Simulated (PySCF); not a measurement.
H$_{13}$IN$_{4}$

```xyz
18

I     0.4991    1.2641    0.1289
H    -1.0219    1.0196    0.5953
N    -1.4291    1.9374   -2.9307
H    -0.7816    1.4807   -2.2976
H    -1.0860    1.8276   -3.8734
H    -1.4161    2.9249   -2.6971
N    -0.7093    4.3628   -1.2963
H    -0.0352    5.0740   -1.5355
H    -1.4363    4.7757   -0.7321
H    -0.2454    3.6444   -0.7480
N    -2.9811    0.7797    0.9361
H    -3.2206   -0.0987    1.3697
H    -3.3870    1.5314    1.4719
H    -3.3833    0.7984   -0.0008
N    -4.0226    0.9051   -1.8608
H    -4.7591    1.5740   -2.0265
H    -3.1784    1.2428   -2.3223
H    -4.2823    0.0272   -2.2842
```

Geometry: GFN1-xTB; core potentials replace the inner electrons of I.

All numbers below come from PySCF, PBE0-D3(BJ)/def2-SVPD, SCF density, gas phase, scalar-relativistic core potentials on the heavy atoms.

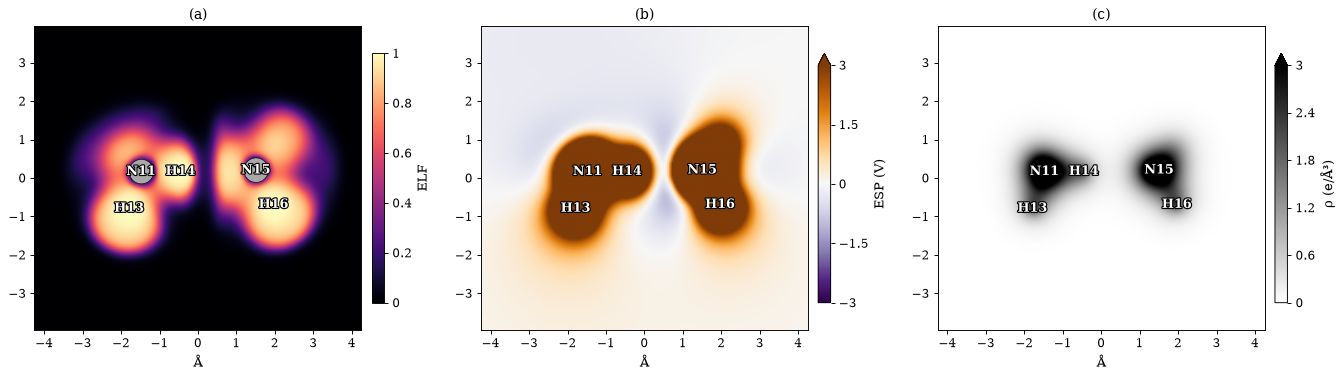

Figure 1. (a) electron localisation function; (b) electrostatic potential; (c) electron density on the plane of atoms H13, N11 and H14. Grey discs cover the atomic cores in the ELF map.

Question: Read the bonding off the picture.

Answer: Atoms in the plane: N and H. N15···H14 (1.97 Å): the density falls to about 0.21 e/Å³ on the way; the ELF dips to about 0.15 between them; a closed-shell contact with the geometry of a hydrogen bond. N–H (1.01 Å): ρ is about 2.8 e/Å³ halfway; the ELF climbs to about 1 towards the hydrogen, as it does in any bond to H (an ordinary covalent bond to hydrogen). Outside the dense part of the complex the potential is most negative (−1.0 V) near N15.

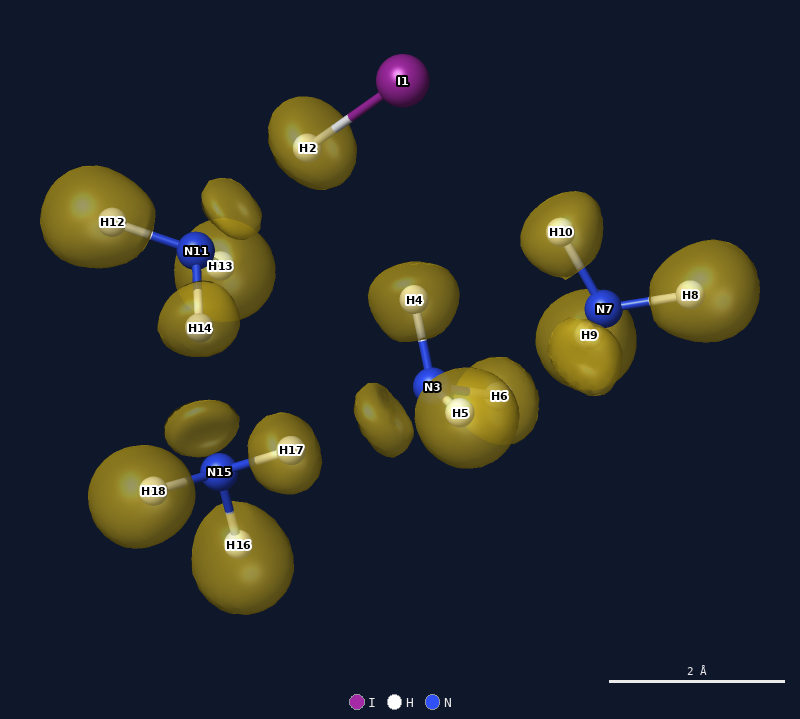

Figure 2. Isosurface of the electron localisation function at 0.9 (yellow), seen at an oblique angle. Core shells and regions of very low density are left out.

Question: Identify the bonds, lone pairs and shells in this picture.

Answer: The ELF exceeds this value in 13 regions around hydrogen nuclei and four lobes on N, pointing away from the bonds (lone pairs).

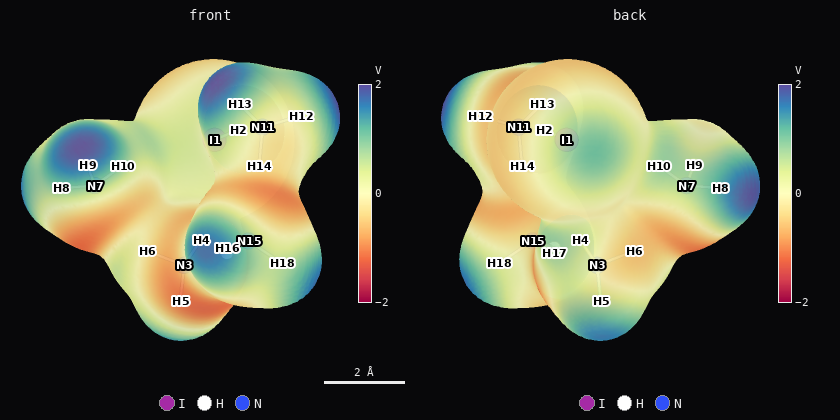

Figure 3. The electrostatic potential painted on the density surface at 0.004 e/bohr³, seen from the front and from behind; red is negative and blue positive.

Question: Which sites attract a positive test charge, and which a negative one?

Answer: A positive charge is drawn to the negative regions and a negative charge to the positive ones. The most negative region (about −1.2 V) lies over N3 and N7, the most positive (about +1.9 V) over H8, H9, H12 and H13. I1 shows a σ-hole: about +1.2 V at the tip opposite its bond, against about −0.3 V on its flanks.
